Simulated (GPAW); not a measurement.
Band structure of YN (Fm-3m, 2 atoms in the cell).

```
CELL_PARAMETERS angstrom
      0.00000     2.49170     2.49170
      2.49170     0.00000     2.49170
      2.49170     2.49170     0.00000
ATOMIC_POSITIONS crystal
  Y  0.00000 0.00000 0.00000
  N  0.50000 0.50000 0.50000
```

Computed with PBE, GPAW PAW datasets PBE (gpaw-data 1.0.1) (plane waves; GPAW).

Settings: mode = pw; ecut = 950 eV; xc = PBE; kpts = 6 6 6; mesh shift (steps) = 0 0 0; occupations.name = methfessel-paxton; occupations.width = 0.272 eV; occupations.order = 0; nbands = -10; symmetry.symmorphic = false; symmetry.tolerance = 0.0005; maxiter = 120; bandpath_npoints = 40.

The starting cell comes from a database of computed structures (which also holds hypothetical and non-ambient phases and stackings), without a prior relaxation at this level. Its lattice was rescaled by a random factor within 2.5 % of one.

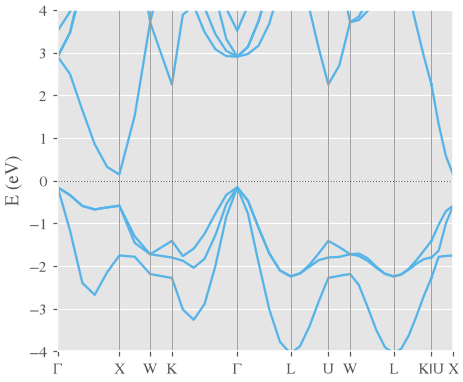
Figure: Bands along the path, energies from the Fermi level.

Levels in eV from the Fermi level, bands 5 to 12:
```tsv
point	5	6	7	8	9	10	11	12
Γ	-12.89	-0.15	-0.15	-0.15	2.91	2.91	2.91	3.51
X	-12.44	-1.75	-0.59	-0.59	0.14	6.33	6.51	7.30
W	-12.04	-2.19	-1.72	-1.72	3.71	3.71	6.64	7.31
K	-12.07	-2.28	-1.80	-1.41	2.26	5.81	6.52	7.01
L	-11.38	-4.05	-2.24	-2.24	5.26	5.89	5.89	6.21
U	-12.07	-2.28	-1.80	-1.41	2.26	5.81	6.52	7.01
```

No band crosses the Fermi level by more than 0.03 eV along this path.
